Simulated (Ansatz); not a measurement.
# Run report: SiNH$_{6}$, molecular dynamics (part 2 of 2)

The same run, continued: SiNH$_{6}$, multiplicity 2; UKS revPBE-D4/pcseg-2 (Ansatz 0.2.0). 

Geometry of the input (Å):
```
H  0.2106  -1.2417  1.0021
N  0.8468  -0.1207  0.4991
Si -0.1871  0.5230  -0.7654
H  -0.3820  -1.7456  1.3720
H  0.8563  0.4506  1.3452
H  -1.5077  1.0408  -0.3100
H  0.5691  1.6463  -1.3821
H  -0.4060  -0.5529  -1.7609
```

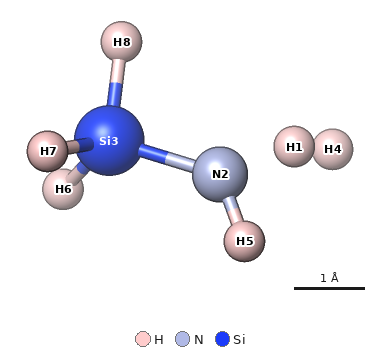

**Figure 1.** The geometry at step 32 of the log (ball-and-stick view, seen at a tilt; atoms are numbered from 1 in the order of the input).

### Trajectory as extended XYZ, continued
```
8
Properties=species:S:1:pos:R:3:forces:R:3 step=5 time_fs=2.5 energy=-9462.06543 temperature=367.9
H     0.2627   -1.3223    0.9251   -0.2100   0.2621   0.4722
N     0.8348   -0.1157    0.5077   -0.0423  -1.3815  -1.6777
Si   -0.1859    0.5235   -0.7695   -0.5365   0.8683   0.5373
H    -0.3726   -1.7594    1.4351    0.3061   0.0904  -0.3339
H     0.9511    0.4244    1.3247    0.0593   0.9134   1.5773
H    -1.5655    1.0717   -0.3112    0.6640  -0.2229  -0.2743
H     0.6010    1.6634   -1.3859   -0.1738  -0.2027   0.0647
H    -0.4034   -0.5631   -1.7256   -0.0667  -0.3272  -0.3656
8
Properties=species:S:1:pos:R:3:forces:R:3 step=8 time_fs=4.0 energy=-9462.01137 temperature=297.5
H     0.2900   -1.3629    0.8898   -0.4435   0.3569   0.8302
N     0.8275   -0.1153    0.5098    0.2050  -0.6557  -0.4165
Si   -0.1856    0.5246   -0.7715   -0.6501   1.0367   0.6390
H    -0.3605   -1.7664    1.4654    0.5750   0.1963  -0.6370
H     1.0090    0.4326    1.3532   -0.2339  -0.0307   0.1630
H    -1.5842    1.0850   -0.3186    0.8715  -0.3009  -0.3474
H     0.6162    1.6692   -1.3869   -0.2705  -0.3322   0.1094
H    -0.4035   -0.5777   -1.7140   -0.0536  -0.2705  -0.3407
8
Properties=species:S:1:pos:R:3:forces:R:3 step=10 time_fs=5.0 energy=-9461.95750 temperature=228.8
H     0.3033   -1.3859    0.8757   -0.5338   0.4233   0.9880
N     0.8229   -0.1156    0.5108    0.4901  -0.1596   0.4633
Si   -0.1857    0.5257   -0.7726   -0.6679   0.9690   0.6057
H    -0.3459   -1.7690    1.4785    0.6700   0.2133  -0.7697
H     1.0452    0.4391    1.3763   -0.5216  -0.6234  -0.7901
H    -1.5866    1.0904   -0.3276    0.8843  -0.3058  -0.3500
H     0.6232    1.6693   -1.3864   -0.2916  -0.3630   0.1100
H    -0.4043   -0.5908   -1.7104   -0.0295  -0.1538  -0.2572
8
Properties=species:S:1:pos:R:3:forces:R:3 step=12 time_fs=6.0 energy=-9461.92074 temperature=182.1
H     0.3115   -1.4049    0.8709   -0.5532   0.4192   1.0379
N     0.8185   -0.1161    0.5120    0.7555   0.2040   0.9417
Si   -0.1861    0.5272   -0.7735   -0.6245   0.7665   0.5257
H    -0.3250   -1.7695    1.4843    0.6462   0.1688  -0.7842
H     1.0765    0.4398    1.3920   -0.7481  -0.9396  -1.3473
H    -1.5805    1.0928   -0.3399    0.7985  -0.2730  -0.3165
H     0.6274    1.6660   -1.3848   -0.2750  -0.3470   0.0869
H    -0.4054   -0.6053   -1.7092    0.0006   0.0010  -0.1442
8
Properties=species:S:1:pos:R:3:forces:R:3 step=15 time_fs=7.5 energy=-9461.95369 temperature=223.8
H     0.3144   -1.4260    0.8819   -0.3230   0.3433   0.7714
N     0.8130   -0.1166    0.5150    0.9590   0.4869   0.7899
Si   -0.1870    0.5299   -0.7745   -0.4069   0.2590   0.3838
H    -0.2829   -1.7678    1.4796    0.2719  -0.0711  -0.4424
H     1.1098    0.4242    1.3915   -0.8415  -0.8709  -1.3407
H    -1.5577    1.0919   -0.3639    0.4793  -0.1488  -0.2004
H     0.6291    1.6549   -1.3810   -0.1817  -0.2401   0.0116
H    -0.4069   -0.6266   -1.7097    0.0429   0.2417   0.0268
8
Properties=species:S:1:pos:R:3:forces:R:3 step=18 time_fs=9.0 energy=-9461.99855 temperature=279.9
H     0.3108   -1.4391    0.9090    0.1066   0.4600   0.2552
N     0.8090   -0.1163    0.5191    0.6653   0.0979  -0.3334
Si   -0.1882    0.5327   -0.7751    0.0107  -0.3863   0.2706
H    -0.2352   -1.7677    1.4657   -0.2443  -0.3934   0.0927
H     1.1256    0.3907    1.3638   -0.5296  -0.2006  -0.3129
H    -1.5250    1.0879   -0.3921   -0.0508   0.0619  -0.0183
H     0.6269    1.6389   -1.3770   -0.0255  -0.0588  -0.0974
H    -0.4075   -0.6428   -1.7097    0.0676   0.4193   0.1433
8
Properties=species:S:1:pos:R:3:forces:R:3 step=20 time_fs=10.0 energy=-9461.96693 temperature=239.3
H     0.3089   -1.4426    0.9309    0.2610   0.4242   0.0260
N     0.8069   -0.1161    0.5217    0.2647  -0.3234  -1.5244
Si   -0.1890    0.5345   -0.7755    0.3551  -0.8072   0.2296
H    -0.2055   -1.7719    1.4568   -0.4718  -0.5472   0.3446
H     1.1294    0.3651    1.3401   -0.1092   0.4728   0.8042
H    -1.5030    1.0857   -0.4113   -0.4627   0.2289   0.1181
H     0.6249    1.6272   -1.3753    0.0917   0.0765  -0.1735
H    -0.4071   -0.6488   -1.7081    0.0712   0.4754   0.1754
8
Properties=species:S:1:pos:R:3:forces:R:3 step=22 time_fs=11.0 energy=-9461.89381 temperature=147.2
H     0.3098   -1.4419    0.9529    0.5941   0.5620  -0.3777
N     0.8049   -0.1160    0.5233   -0.1143  -0.6870  -2.5121
Si   -0.1897    0.5360   -0.7757    0.6648  -1.1281   0.2179
H    -0.1805   -1.7815    1.4513   -0.8555  -0.8221   0.7547
H     1.1321    0.3440    1.3241    0.2794   1.0251   1.7491
H    -1.4854    1.0856   -0.4295   -0.8295   0.3809   0.2373
H     0.6238    1.6162   -1.3753    0.1965   0.1960  -0.2370
H    -0.4061   -0.6503   -1.7049    0.0645   0.4732   0.1678
8
Properties=species:S:1:pos:R:3:forces:R:3 step=25 time_fs=12.5 energy=-9461.89609 temperature=150.1
H     0.3218   -1.4306    0.9788    0.5997   0.6055  -0.4552
N     0.8019   -0.1168    0.5224   -0.0604  -0.5794  -2.2147
Si   -0.1903    0.5375   -0.7759    0.8628  -1.2444   0.2471
H    -0.1584   -1.8107    1.4567   -0.8536  -0.8592   0.7711
H     1.1411    0.3305    1.3311    0.2077   0.9311   1.5179
H    -1.4745    1.0927   -0.4522   -1.0778   0.4899   0.3257
H     0.6258    1.6035   -1.3797    0.2845   0.2946  -0.2787
H    -0.4034   -0.6443   -1.6972    0.0371   0.3620   0.0867
8
Properties=species:S:1:pos:R:3:forces:R:3 step=28 time_fs=14.0 energy=-9461.99654 temperature=277.4
H     0.3459   -1.4068    0.9958    0.1521   0.4089  -0.1058
N     0.7988   -0.1184    0.5182    0.5566  -0.0633  -0.3029
Si   -0.1902    0.5381   -0.7760    0.6409  -0.8546   0.3236
H    -0.1537   -1.8575    1.4778   -0.3080  -0.3987   0.2523
H     1.1536    0.3358    1.3683   -0.4643   0.1149  -0.1579
H    -1.4860    1.1099   -0.4681   -0.8245   0.3879   0.2821
H     0.6338    1.5970   -1.3899    0.2546   0.2596  -0.2317
H    -0.4000   -0.6306   -1.6877   -0.0075   0.1453  -0.0598
8
Properties=species:S:1:pos:R:3:forces:R:3 step=30 time_fs=15.0 energy=-9462.01649 temperature=303.6
H     0.3645   -1.3856    1.0052   -0.0642   0.3304   0.0064
N     0.7972   -0.1196    0.5150    0.8585   0.0940   0.8192
Si   -0.1899    0.5381   -0.7759    0.3525  -0.4128   0.3887
H    -0.1552   -1.8943    1.4957   -0.0140  -0.0859  -0.0154
H     1.1573    0.3419    1.3937   -0.8114  -0.2972  -1.0772
H    -1.5039    1.1262   -0.4753   -0.4534   0.2281   0.2073
H     0.6422    1.5958   -1.3995    0.1754   0.1713  -0.1549
H    -0.3977   -0.6195   -1.6820   -0.0434  -0.0280  -0.1742
8
Properties=species:S:1:pos:R:3:forces:R:3 step=32 time_fs=16.0 energy=-9461.99465 temperature=276.5
H     0.3825   -1.3614    1.0147   -0.3466   0.1072   0.1519
N     0.7962   -0.1208    0.5123    0.9653   0.0945   1.4681
Si   -0.1895    0.5379   -0.7756    0.0606   0.0572   0.4385
H    -0.1568   -1.9318    1.5135    0.3180   0.3057  -0.3058
H     1.1534    0.3454    1.4090   -0.9492  -0.4705  -1.5419
H    -1.5261    1.1446   -0.4805   -0.0361   0.0423   0.1260
H     0.6523    1.5962   -1.4106    0.0678   0.0545  -0.0561
H    -0.3958   -0.6086   -1.6778   -0.0799  -0.1909  -0.2806
8
Properties=species:S:1:pos:R:3:forces:R:3 step=35 time_fs=17.5 energy=-9461.96792 temperature=242.3
H     0.4030   -1.3231    1.0315   -0.4642   0.1090   0.0367
N     0.7958   -0.1224    0.5102    0.6744  -0.4115   1.5947
Si   -0.1888    0.5378   -0.7750   -0.2572   0.6043   0.4428
H    -0.1529   -1.9819    1.5342    0.5418   0.6609  -0.4797
H     1.1309    0.3425    1.4048   -0.7735  -0.2868  -1.3472
H    -1.5590    1.1725   -0.4863    0.5024  -0.2084   0.0310
H     0.6683    1.5974   -1.4280   -0.1002  -0.1215   0.0977
H    -0.3946   -0.5961   -1.6769   -0.1235  -0.3460  -0.3759
8
Properties=species:S:1:pos:R:3:forces:R:3 step=38 time_fs=19.0 energy=-9461.96681 temperature=240.2
H     0.4138   -1.2820    1.0486   -0.3408   0.3149  -0.2951
N     0.7964   -0.1248    0.5105   -0.0206  -1.3429   0.6581
Si   -0.1883    0.5381   -0.7740   -0.3986   0.8069   0.3229
H    -0.1379   -2.0181    1.5450    0.5145   0.7472  -0.4390
H     1.0924    0.3343    1.3733   -0.2187   0.4249  -0.1089
H    -1.5813    1.1961   -0.4913    0.8291  -0.3730  -0.0127
H     0.6822    1.5961   -1.4433   -0.2263  -0.2437   0.2183
H    -0.3959   -0.5907   -1.6838   -0.1386  -0.3342  -0.3437
8
Properties=species:S:1:pos:R:3:forces:R:3 step=40 time_fs=20.0 energy=-9461.95617 temperature=227.2
H     0.4169   -1.2512    1.0570   -0.1851   0.5124  -0.5581
N     0.7969   -0.1274    0.5113   -0.5388  -2.0809  -0.2459
Si   -0.1881    0.5386   -0.7732   -0.4183   0.7494   0.1709
H    -0.1216   -2.0335    1.5469    0.4227   0.7031  -0.3580
H     1.0633    0.3329    1.3492    0.2031   1.0602   0.9891
H    -1.5868    1.2075   -0.4947    0.9183  -0.4271  -0.0141
H     0.6889    1.5924   -1.4511   -0.2714  -0.2787   0.2669
H    -0.3985   -0.5911   -1.6926   -0.1306  -0.2383  -0.2507
8
Properties=species:S:1:pos:R:3:forces:R:3 step=42 time_fs=21.0 energy=-9461.97261 temperature=249.5
H     0.4181   -1.2155    1.0601   -0.0005   0.7194  -0.8130
N     0.7970   -0.1315    0.5120   -0.8420  -2.5315  -0.6841
Si   -0.1881    0.5394   -0.7724   -0.3941   0.5763  -0.0234
H    -0.1013   -2.0421    1.5454    0.2942   0.5875  -0.2525
H     1.0360    0.3415    1.3342    0.4283   1.4573   1.6041
H    -1.5834    1.2149   -0.4983    0.9074  -0.4361   0.0039
H     0.6931    1.5862   -1.4563   -0.2814  -0.2729   0.2859
H    -0.4023   -0.5938   -1.7038   -0.1119  -0.1001  -0.1209
8
Properties=species:S:1:pos:R:3:forces:R:3 step=45 time_fs=22.5 energy=-9462.12832 temperature=448.6
H     0.4206   -1.1484    1.0494    0.2603   0.9400  -1.0894
N     0.7961   -0.1407    0.5123   -0.7043  -1.9492   0.3256
Si   -0.1883    0.5410   -0.7711   -0.2569   0.1755  -0.3312
H    -0.0661   -2.0452    1.5389    0.0593   0.2732  -0.0568
H     1.0023    0.3796    1.3387    0.2476   0.9917   0.7420
H    -1.5626    1.2183   -0.5034    0.7025  -0.3613   0.0656
H     0.6944    1.5720   -1.4590   -0.2317  -0.1883   0.2558
H    -0.4099   -0.5992   -1.7223   -0.0767   0.1186   0.0884
8
Properties=species:S:1:pos:R:3:forces:R:3 step=48 time_fs=24.0 energy=-9462.28646 temperature=649.8
H     0.4282   -1.0621    1.0160    0.2281   0.4979  -0.8928
N     0.7942   -0.1529    0.5132   -0.2169   0.0644   1.5860
Si   -0.1887    0.5426   -0.7701    0.0800  -0.3354  -0.5606
H    -0.0296   -2.0426    1.5313   -0.1619  -0.1648   0.1589
H     0.9738    0.4379    1.3580   -0.0389  -0.1405  -0.8710
H    -1.5270    1.2141   -0.5070    0.2729  -0.1755   0.1712
H     0.6908    1.5540   -1.4564   -0.1143  -0.0234   0.1566
H    -0.4192   -0.6021   -1.7390   -0.0490   0.2773   0.2519
8
Properties=species:S:1:pos:R:3:forces:R:3 step=50 time_fs=25.0 energy=-9462.26428 temperature=619.0
H     0.4359   -0.9983    0.9830   -0.3093  -0.9097  -0.0685
N     0.7927   -0.1611    0.5149    0.3922   2.3346   1.3127
Si   -0.1890    0.5436   -0.7697    0.4191  -0.7093  -0.6440
H    -0.0069   -2.0422    1.5278   -0.2506  -0.4211   0.2725
H     0.9548    0.4768    1.3627   -0.0930  -0.7424  -1.5103
H    -1.4994    1.2090   -0.5076   -0.1106   0.0021   0.2627
H     0.6868    1.5414   -1.4526   -0.0079   0.1165   0.0610
H    -0.4260   -0.6009   -1.7473   -0.0398   0.3293   0.3139
8
Properties=species:S:1:pos:R:3:forces:R:3 step=52 time_fs=26.0 energy=-9462.08167 temperature=387.1
H     0.4403   -0.9438    0.9496   -1.3706  -3.3054   1.3524
N     0.7914   -0.1677    0.5176    1.3692   5.2336   0.0281
Si   -0.1891    0.5444   -0.7695    0.7753  -1.0647  -0.6852
H     0.0135   -2.0458    1.5269   -0.2789  -0.5656   0.3321
H     0.9349    0.5087    1.3533   -0.0523  -1.0911  -1.6772
H    -1.4729    1.2039   -0.5056   -0.5121   0.1970   0.3584
H     0.6828    1.5300   -1.4483    0.1083   0.2605  -0.0409
H    -0.4332   -0.5967   -1.7526   -0.0389   0.3357   0.3323
8
Properties=species:S:1:pos:R:3:forces:R:3 step=55 time_fs=27.5 energy=-9461.99731 temperature=282.4
H     0.4203   -0.9252    0.9263   -1.9376  -4.2606   2.0408
N     0.7915   -0.1705    0.5213    1.7327   6.1601  -1.1968
Si   -0.1887    0.5448   -0.7696    1.1139  -1.4017  -0.7016
H     0.0391   -2.0613    1.5315   -0.2613  -0.5983   0.3426
H     0.9045    0.5370    1.3103    0.1088  -1.0179  -1.0624
H    -1.4433    1.2003   -0.4959   -0.9577   0.4256   0.4614
H     0.6791    1.5179   -1.4427    0.2535   0.4307  -0.1628
H    -0.4447   -0.5844   -1.7548   -0.0523   0.2622   0.2789
8
Properties=species:S:1:pos:R:3:forces:R:3 step=58 time_fs=29.0 energy=-9462.26618 temperature=620.1
H     0.3630   -0.9896    0.9424   -0.1817  -0.5928   0.3360
N     0.7939   -0.1645    0.5234   -0.1725   1.3652  -0.8993
Si   -0.1875    0.5441   -0.7702    1.0203  -1.3195  -0.6482
H     0.0591   -2.0895    1.5434   -0.2151  -0.4511   0.2707
H     0.8764    0.5450    1.2461    0.3063  -0.0275   0.5466
H    -1.4336    1.2054   -0.4765   -0.9718   0.4460   0.4504
H     0.6806    1.5149   -1.4406    0.2960   0.4763  -0.1959
H    -0.4574   -0.5666   -1.7510   -0.0815   0.1034   0.1398
8
Properties=species:S:1:pos:R:3:forces:R:3 step=60 time_fs=30.0 energy=-9462.21747 temperature=561.3
H     0.3198   -1.0453    0.9599    0.6870   1.0096  -0.3113
N     0.7955   -0.1589    0.5240   -1.0694  -1.3624  -1.2605
Si   -0.1863    0.5431   -0.7710    0.7483  -1.0186  -0.5590
H     0.0698   -2.1139    1.5546   -0.1764  -0.2332   0.1560
H     0.8611    0.5485    1.2075    0.3882   0.8892   1.7474
H    -1.4387    1.2142   -0.4582   -0.7221   0.3281   0.3691
H     0.6851    1.5185   -1.4414    0.2513   0.4190  -0.1567
H    -0.4668   -0.5532   -1.7467   -0.1070  -0.0318   0.0150
```

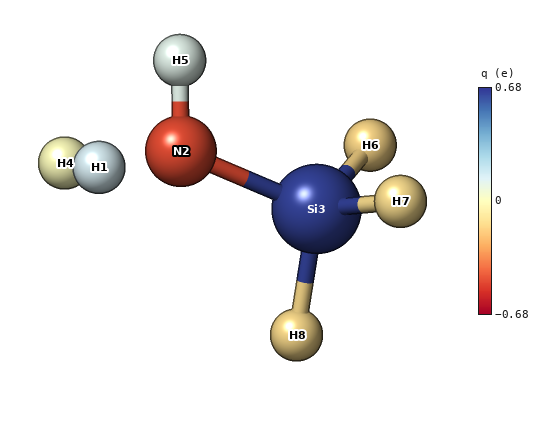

**Figure 2.** Mulliken charges, as the colour of each atom (ball-and-stick view, seen at a tilt; atoms are numbered from 1 in the order of the input). By element: H −0.15 to +0.14, N −0.48 and Si +0.65 e.

### Results in brief

```tsv
quantity	value
outcome	finished
mean temperature over the second half	384 K
trajectory	60 steps, 30 fs
ensemble	nve
temperature in the input	500 K
time step	0.5 fs
potential energy (last step)	−9462.2175 eV
mean-field energy (last step)	−9461.8635 eV
dispersion energy (last step)	−0.3540 eV
⟨S²⟩ (last step)	0.753
SCF solution under orbital rotations (last step)	stable
largest force (length of the vector) (last step)	2.142 eV/Å
dipole moment (last step)	1.36 D
hardware	2 threads of Arm Neoverse V1, 23 GiB of memory available, shared host
wall time	2.3 min (CPU time 4.4 min)
peak memory	0.41 GiB
```

### Remarks

So short a trajectory is not equilibrated.
